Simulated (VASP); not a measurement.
Band structure of Re (hcp). These are AM05 GGA, VASP's PBE PAW potentials (set 64) (plane waves; VASP 6.6.1) values and carry that method's errors.

Unless said otherwise, spin-orbit coupling is left out, though it shifts the bands of the heavy elements here.

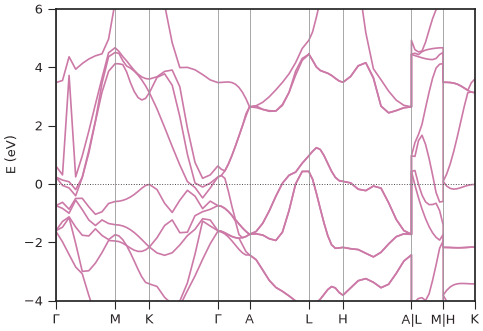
Figure: Bands along high-symmetry lines, zero at the valence-band maximum or, without a gap, the Fermi level

**Question.** Read the plot: is there a gap, and where are the band edges?

**Answer.** It has no gap at this level: it comes out as a metal or semimetal. (Edges off the drawn lines would not show.)

The compound is Re in the hcp structure. It was relaxed first.
